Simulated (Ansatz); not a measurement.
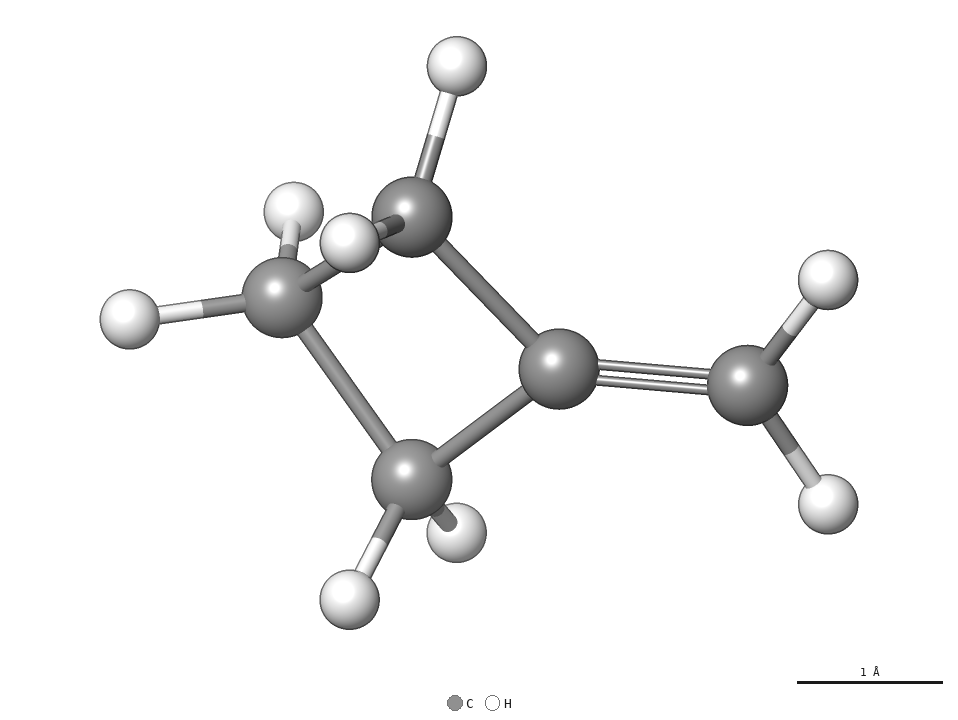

Rendered structure (ball-and-stick style). Multiple sticks mark multiple bonds (one Kekulé form).

Which formula does it have?

C₅H₈, 13 atoms: 5 carbon and 8 hydrogen.

How many bonds of each kind are drawn?

8 C–H, 5 C–C.

Write the SMILES.

C=C1CCC1

Describe its rings.

Independent rings (smallest set): 1 of 4 members.

More results for the same structure follow; atom numbers are the same in all pictures, views and colours differ. Computed geometry: PBE0-D4/def2-TZVP optimisation.

**Shape**

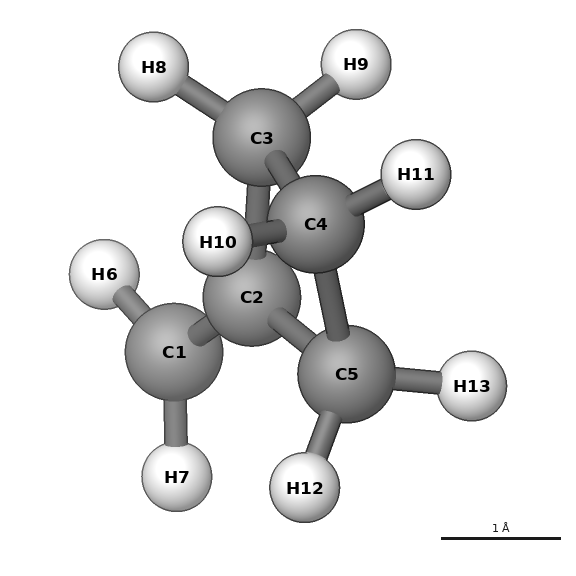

Numbered structure.

What is the geometry at C1?

C1 has 3 neighbours (C2 at 1.32, H6 at 1.08, H7 at 1.08 Å); the arrangement is trigonal planar.

What is the dihedral angle C1–C2–C5–C4?

158° in size, that is anti.

**Levels of theory compared**

Program: Ansatz 0.2.0.

At this fixed geometry, give dipole (D), HOMO energy (eV) at these levels: B3LYP-D4/def2-TZVPP; PBE-D4/def2-TZVPP; r2SCAN-D4/def2-TZVPP; ωB97M-V/def2-TZVPP.

```json
{"level": "B3LYP-D4/def2-TZVPP", "dipole (D)": "0.60", "HOMO energy (eV)": "−6.81"}
{"level": "PBE-D4/def2-TZVPP", "dipole (D)": "0.60", "HOMO energy (eV)": "−5.90"}
{"level": "r2SCAN-D4/def2-TZVPP", "dipole (D)": "0.63", "HOMO energy (eV)": "−6.08"}
{"level": "ωB97M-V/def2-TZVPP", "dipole (D)": "0.60", "HOMO energy (eV)": "−9.26"}
```

**Vibrations**

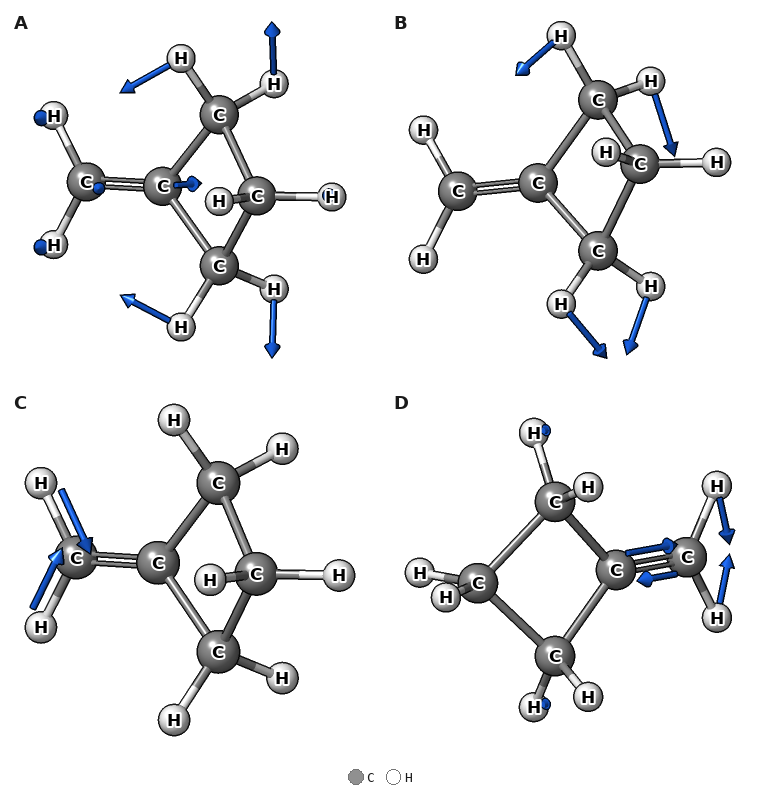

4 normal modes of one molecule or complex, as arrows. Harmonic vibrations computed with RKS PBE0-D4/def2-TZVP (Ansatz 0.2.0) at a stationary point of the same level.

Match the panels to the wavenumbers 386 cm⁻¹, 1449 cm⁻¹, 1768 cm⁻¹, 3150 cm⁻¹.

A: 386 cm⁻¹
B: 1449 cm⁻¹, H–C–H bending
C: 3150 cm⁻¹, in-phase stretching of 2 C–H bonds
D: 1768 cm⁻¹

**Charges**

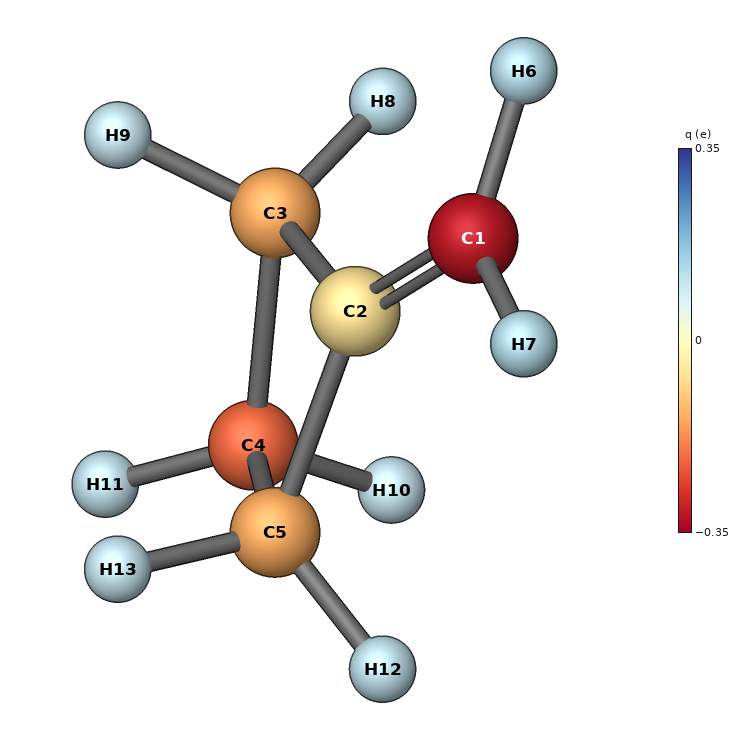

Atoms are coloured by their Mulliken charges. Properties computed with RKS PBE0-D4/def2-TZVP (Ansatz 0.2.0).

Which atom carries the highest charge (most positive or least negative)?

H6, H7 (0.12 e).

And the lowest?

C1 (−0.31 e).

Give the Mulliken charges atom by atom.

```
atom  value (e)
  C1      −0.31
  C2      −0.06
  C3      −0.14
  C4      −0.21
  C5      −0.14
  H6       0.12
  H7       0.12
  H8       0.11
  H9       0.10
 H10       0.10
 H11       0.10
 H12       0.11
 H13       0.10
```

Mulliken values depend strongly on the basis set and can even reverse the polarity of a bond.
